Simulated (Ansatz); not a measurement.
AlF3H3N···HF

```xyz
10

Al   -1.0013    0.2479   -0.6680
N     0.4252   -0.9626    0.0063
F    -0.7503    0.2989   -2.3252
F    -2.4197   -0.4091   -0.0606
H     0.7049    1.5176    1.0121
F    -0.5188    1.6966    0.1403
H     1.0260   -0.3809    0.6454
F     1.4617    1.0862    1.4504
H     1.0197   -1.3376   -0.7466
H     0.0525   -1.7569    0.5459
```

Level of theory: Ansatz, RKS PBE-D4/def2-SVP.

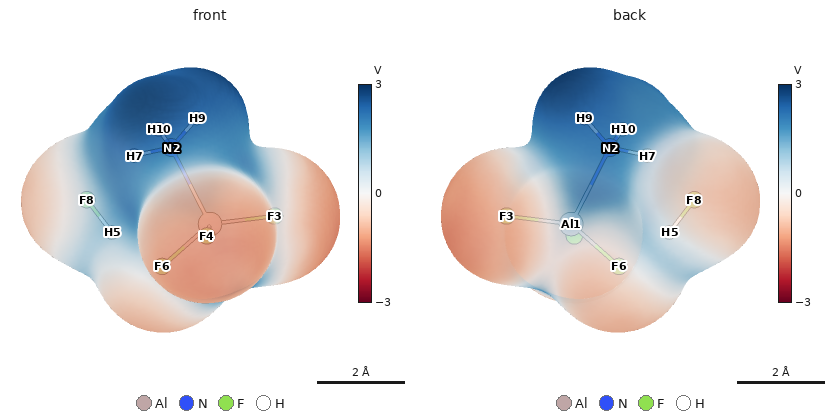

Figure 1. The electrostatic potential painted on the density surface at 0.002 e/bohr³, seen from the front and from behind; the colour scale runs from red (negative) to blue (positive).

**Which sites attract a positive test charge, and which a negative one?**

A positive charge is drawn to the negative regions and a negative charge to the positive ones. The most negative region (about −1.4 V) lies over F3 and F4, the most positive (about +2.9 V) over H9 and H10.

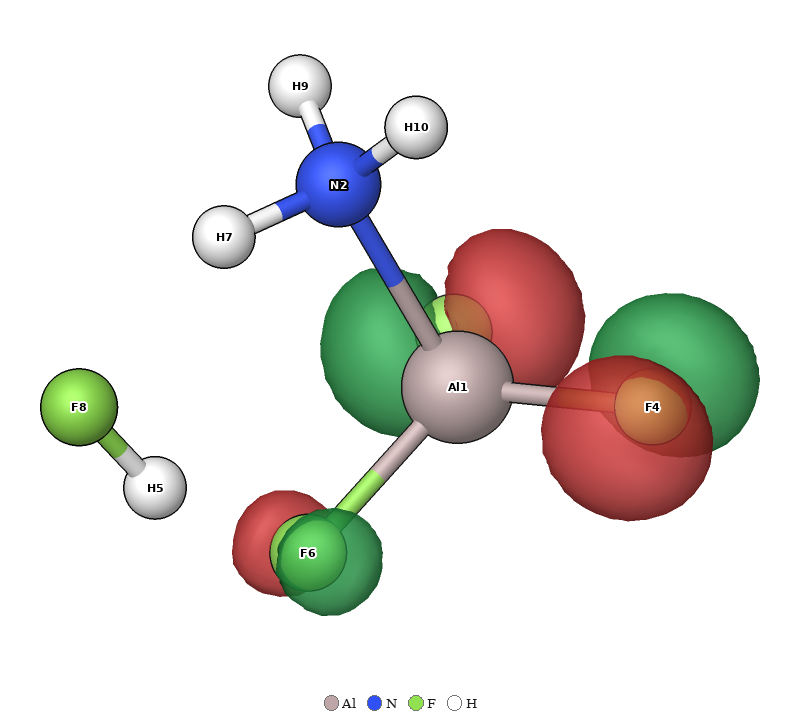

Figure 2. The HOMO at ±0.2 Å⁻³ᐟ² (green and red are the two phases), seen at a tilt.

**What is the character of this orbital?**

It lies mainly on F3 (about 45 %), F4 (about 45 %) and F6 (about 10 %); largely a combination of lone pairs on F3, F4 and F6. Its energy is −8.30 eV.

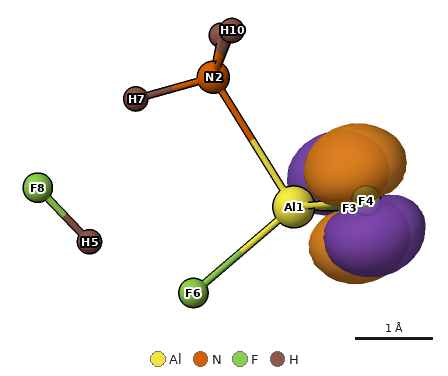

Figure 3. The HOMO−1 at ±0.2 Å⁻³ᐟ² (orange and purple are the two phases), seen across its widest extent.

**What is the character of this orbital?**

Its weight (Hirshfeld) is mainly on F3 (about 45 %) and F4 (about 45 %); largely a combination of lone pairs on F3 and F4. Its energy is −8.51 eV.
